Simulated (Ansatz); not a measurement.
Input file:

```
crystal:
  periodic: [false, false, false]
  atoms:
    - { symbol: Si, position_ang: [0.0, 0.0, 0.0] }
    - { symbol: O, position_ang: [0.0, 0.0, 2.03] }
    - { symbol: H, position_ang: [-0.9095, -0.2814, 2.3671] }
    - { symbol: H, position_ang: [1.3768, 0.0, -0.4862] }
    - { symbol: H, position_ang: [-0.6877, 1.1914, -0.4862] }
    - { symbol: H, position_ang: [-0.6877, -1.1914, -0.4862] }
    - { symbol: "N", position_ang: [1.1065, -1.6802, 0.6685] }
    - { symbol: H, position_ang: [0.6674, -2.6449, 0.6516] }
    - { symbol: H, position_ang: [2.0989, -1.5558, 1.0196] }
    - { symbol: H, position_ang: [0.6843, -1.0392, 1.7311] }
basis:
  gaussian: { orbitals: "6-31G*" }
hamiltonian:
  xc: pbe0
relax:
  f_tol: 0.15
  max_steps: 25
  restrain:
    - { distance: [0, 6], at: 3.02, k: 30.0 }
    - { distance: [9, 1], at: 2.21, k: 30.0 }
    - { distance: [0, 1], at: 1.68, k: 30.0 }
    - { distance: [9, 6], at: 1.06, k: 30.0 }
output:
  orbitals: {}
```

Run with:

```sh
ansatz run input.yaml --threads 1 --pin off --max-ram 2048MiB --backend cpu --events-out ev --progress --plain --runs-dir out
```

The fields are those of the run's last geometry, not of the input's.

Not at a stationary point (largest force 0.8 eV/Å).

Level of theory: RKS PBE0/6-31G* in Ansatz.

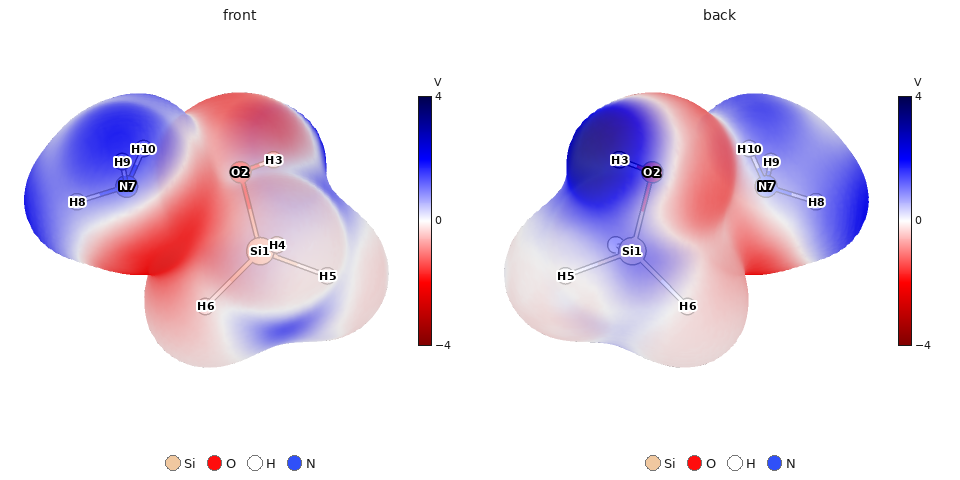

H4OSi···NH3. The electrostatic potential painted on the density surface at 0.004 e/bohr³, seen from the front and from behind; red is negative and blue positive.

> Which sites attract a positive test charge, and which a negative one?

A positive charge is drawn to the negative regions and a negative charge to the positive ones. The most negative region (about −2.1 V, or −48 kcal/mol for a unit charge) lies over N7, the most positive (about +3.2 V, or +74 kcal/mol for a unit charge) over H3. N7 is the likeliest acceptor of a hydrogen bond.
